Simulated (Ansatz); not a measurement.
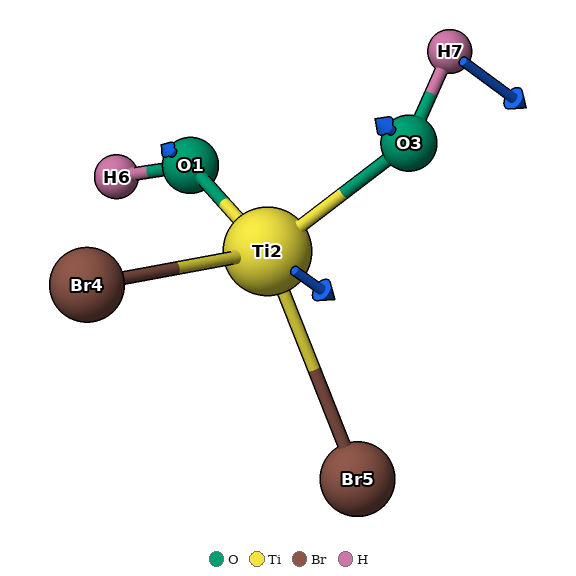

The arrows show one normal mode. Charge 0, singlet. Harmonic vibrations computed with RKS PBE0-D4/def2-TZVP (Ansatz 0.2.0) at a stationary point of the same level.

> Estimate its harmonic wavenumber.

404 cm⁻¹; it is mode 10 of 15 counted from the lowest.
